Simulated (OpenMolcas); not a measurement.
# One shape, several levels: doublet [SiAsNH6]+

Aim: a comparison of 6 runs (UB3LYP/6-31G*, U-r2SCAN/def2-SVP, UM06-2X/def2-SVP, UM06-L/def2-SVP, UPBE/def2-SVP, UTPSS/def2-SVP) of doublet [SiAsNH6]+. 

The calculation is run with OpenMolcas 26.06.

## (1) The molecule

[SiAsNH6]+ has 9 atoms, charge +1, and is taken as a doublet. As SMILES of the parent species, `N[AsH][SiH3]`. Geometry: relaxed at PBE0-D4/def2-TZVP. This is one conformer, not always the lowest. That shape belongs to the parent species and isn't relaxed for this state.

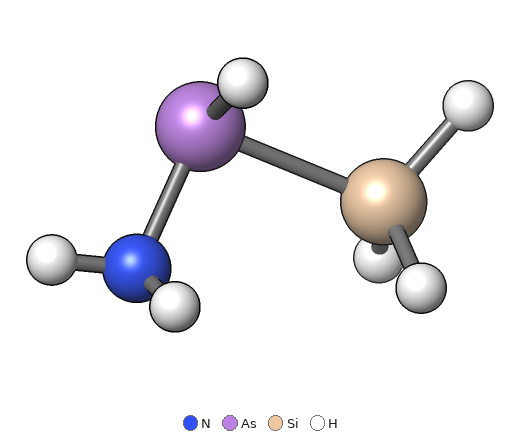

Viewed from a chosen angle; nitrogen blue, arsenic purple, silicon light orange, hydrogen white.

## (2) A single-point energy at UB3LYP/6-31G(d) (Cartesian functions) (run 1)

job.input reads:

```
* AsH6NSi Kohn-Sham DFT
&GATEWAY
BasLib
$CurrDir
Coord
9
angstrom
N       -1.101100       0.719000      -1.145600
As       0.735100       0.438100      -0.988900
Si       0.557300      -1.064700       0.828600
H       -1.303700       1.291400      -1.954300
H       -1.525300       1.144300      -0.332300
H        1.144100       1.592600      -0.059800
H        1.889500      -1.194000       1.477900
H        0.123900      -2.393300       0.326700
H       -0.431200      -0.579700       1.830600
Basis
6-31Gs
Group
NoSym
&SEWARD
GridInput
Grid=UltraFine
End of Grid
&SCF
UHF
Charge
1
Spin
2
KSDFT
B3LYP
Thresholds
1e-10 1e-07 1e-07 1e-05
PrOrbitals
1 2
```

The basis set 6-31G* is read from a file made from the Basis Set Exchange's data (not shown).

The run is started by

```console
$ export MOLCAS_MEM=1860
$ pymolcas job.input > job.log
```

Standard output:

```text
--- Start Module: gateway ---
[...]
--- Stop Module: gateway /rc=_RC_ALL_IS_WELL_ ---
--- Start Module: seward ---
[...]
      Basis functions           81
--- Stop Module: seward /rc=_RC_ALL_IS_WELL_ ---
[...]
--- Start Module: scf ---
[...]
       Convergence after  24 Iterations
[...]
::    Total KS-DFT energy                           -2583.1428711713
[...]
      Total spin, S                                     0.5028853158
[...]
      Total electronic charge=   59.000000
      Total            charge=    1.000000
[...]
      Dipole Moment (debye):
      Origin of the operator (angstrom)=    0.4485    0.1054   -0.5340
                   X= -1.5612E+00               Y=  1.5358E+00               Z=  6.7685E-01           Total=  2.2922E+00
      Center of Charge (angstrom)
[...]
--- Stop Module: scf /rc=_RC_ALL_IS_WELL_ ---
[...]
```

It took 68 s on 1 thread of Intel Xeon Platinum 8259CL at 2.50GHz (Skylake/Cascade Lake), shared host; peak memory 0.45 GiB.

## (3) The energy at U-r2SCAN/def2-SVP (run 2)

calc.inp reads:

```
* AsH6NSi Kohn-Sham DFT

&gateway
  baslib=$CurrDir
  basisset
  N.def2-SVP....
  N1 -1.101100 0.719000 -1.145600 angstrom
  End of Basis
  basisset
  As.def2-SVP....
  As2 0.735100 0.438100 -0.988900 angstrom
  End of Basis
  basisset
  Si.def2-SVP....
  Si3 0.557300 -1.064700 0.828600 angstrom
  End of Basis
  basisset
  H.def2-SVP....
  H4 -1.303700 1.291400 -1.954300 angstrom
  H5 -1.525300 1.144300 -0.332300 angstrom
  H6 1.144100 1.592600 -0.059800 angstrom
  H7 1.889500 -1.194000 1.477900 angstrom
  H8 0.123900 -2.393300 0.326700 angstrom
  H9 -0.431200 -0.579700 1.830600 angstrom
  End of Basis

&seward
  gridinput
  Grid=UltraFine
  End of Grid

&scf
  uhf
  charge=1
  spin=2
  ksdft=2
  1.0 MGGA_X_R2SCAN
  1.0 MGGA_C_R2SCAN
  thresholds=1e-10 1e-07 1e-07 1e-05
  prorbitals=1 2
```

The basis set def2-SVP is read from a file made from the Basis Set Exchange's data (not shown).

The run is started by

```console
$ export MOLCAS_MEM=1860
$ pymolcas calc.inp > calc.log
```

Standard output:

```text
--- Start Module: gateway ---
[...]
--- Stop Module: gateway /rc=_RC_ALL_IS_WELL_ ---
--- Start Module: seward ---
[...]
      Basis functions           94
--- Stop Module: seward /rc=_RC_ALL_IS_WELL_ ---
[...]
--- Start Module: scf ---
[...]
       Convergence after  30 Iterations
[...]
::    Total KS-DFT energy                           -2582.9092261779
[...]
      Total spin, S                                     0.5032873341
[...]
      Total electronic charge=   59.000000
      Total            charge=    1.000000
[...]
      Dipole Moment (debye):
      Origin of the operator (angstrom)=    0.4485    0.1054   -0.5340
                   X= -1.6119E+00               Y=  1.4940E+00               Z=  7.6428E-01           Total=  2.3269E+00
      Center of Charge (angstrom)
[...]
--- Stop Module: scf /rc=_RC_ALL_IS_WELL_ ---
[...]
```

Run time: 2.6 min. Hardware: 1 thread of Intel Xeon Platinum 8259CL at 2.50GHz (Skylake/Cascade Lake), shared host; peak memory 0.52 GiB.

Runs 3 to 5 aren't shown in full; the table further down has their settings and results.

## (4) The energy at UTPSS/def2-SVP (run 6)

mol.input reads:

```
&GATEWAY
BasLib=$CurrDir
Coord
9
bohr
N     -2.08077744     1.35871308    -2.16487025
As     1.38913767     0.82788902    -1.86875016
Si     1.05314437    -2.01199140     1.56582707
H     -2.46363595     2.44039232    -3.69309177
H     -2.88239926     2.16241360    -0.62795599
H      2.16203566     3.00957783    -0.11300562
H      3.57063751    -2.25633299     2.79282624
H      0.23413707    -4.52268153     0.61737352
H     -0.81484990    -1.09547423     3.45933264
Basis=def2-SVP
Group=NoSym
&SEWARD
GridInput
Grid=UltraFine
End of Grid
&SCF
UHF
Charge=1
Spin=2
KSDFT=2
1.0 MGGA_X_TPSS
1.0 MGGA_C_TPSS
Thresholds=1e-10 1e-07 1e-07 1e-05
PrOrbitals=1
```

The basis set def2-SVP is read from a file made from the Basis Set Exchange's data (not shown).

The run is started by

```console
$ export MOLCAS_MEM=1860
$ pymolcas mol.input > mol.log
```

Standard output:

```text
--- Start Module: gateway ---
[...]
--- Stop Module: gateway /rc=_RC_ALL_IS_WELL_ ---
--- Start Module: seward ---
[...]
      Basis functions           94
--- Stop Module: seward /rc=_RC_ALL_IS_WELL_ ---
[...]
--- Start Module: scf ---
[...]
       Convergence after  36 Iterations
[...]
::    Total KS-DFT energy                           -2582.9759450776
[...]
      Total spin, S                                     0.5019383507
[...]
      Total electronic charge=   59.000000
      Total            charge=    1.000000
[...]
      Dipole Moment (debye):
      Origin of the operator (angstrom)=    0.4485    0.1054   -0.5340
                   X= -1.7462E+00               Y=  1.4896E+00               Z=  6.6766E-01           Total=  2.3904E+00
      Center of Charge (angstrom)
[...]
--- Stop Module: scf /rc=_RC_ALL_IS_WELL_ ---
[...]
```

It took 3.4 min on 1 thread of Intel Xeon Platinum 8259CL at 2.50GHz (Skylake/Cascade Lake), shared host; peak memory 0.52 GiB.

## (5) Overview of the runs

```tsv
run	level	Cartesian functions	energy (Eh)	HOMO energy (eV)	LUMO energy (eV)	⟨S²⟩	wall time
1	UB3LYP/6-31G* (Cartesian functions)	yes	-2583.142871	-13.11	-11.34	0.756	68 s
2	U-r2SCAN/def2-SVP	no	-2582.909226	-12.48	-11.94	0.757	2.6 min
3	UM06-2X/def2-SVP	no	-2582.927267	-14.39	-10.19	0.755	1.9 min
4	UM06-L/def2-SVP	no	-2582.905578	-12.45	-11.93	0.755	2.2 min
5	UPBE/def2-SVP	no	-2582.415399	-12.27	-11.93	0.753	87 s
6	UTPSS/def2-SVP	no	-2582.975945	-12.39	-11.92	0.754	3.4 min
```

## (6) Summary of results

| quantity | value |
| --- | --- |
| run 6: total energy | -2582.97595 Eh |
| run 6: HOMO energy (highest over α and β) | -12.39 eV |
| run 6: LUMO energy (lowest over α and β) | -11.92 eV |
| run 6: ⟨S²⟩ | 0.754 |

Totals of different functionals can't be ranked against each other. All runs together took 13 min, the longest 3.4 min.
